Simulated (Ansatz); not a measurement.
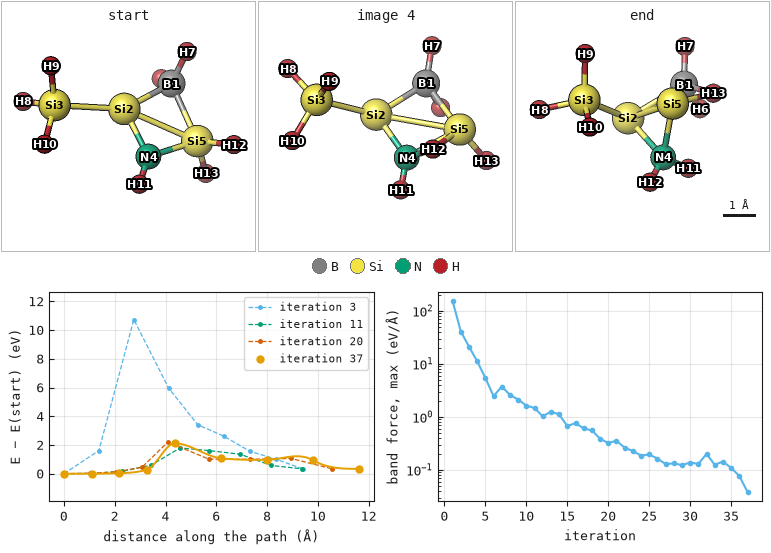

A nudged-elastic-band calculation for BSi$_{3}$NH$_{8}$. Images are numbered from 0 (start) to 8 (end). The plot follows the band through its iterations. Style: ball-and-stick. Shown at a tilt.

Computed with RKS LDA/def2-SVP (Ansatz 0.2.0). Settings: 7 movable images; climbing image; force threshold 0.05 eV/Å; iteration limit 60; starting path through a guess of the saddle point.

> How did the profile develop, and is the result final?

The result is final at these settings. The band converged in 37 iterations. The largest component of the band force went from 150 to 0.039 eV/Å. The climbing image converged on the top of the path. Its vibrational analysis gives one imaginary mode (1239i cm⁻¹), as a transition state must have. The first iteration put the highest image at 68.24 eV. The energy climbs by 2.12 eV to image 4 and then falls by 1.78 eV, so the end point sits at +0.34 eV.

Cost: 12 min on 2 threads of Arm Neoverse N1, with other jobs on the host, peak memory 0.18 GiB.
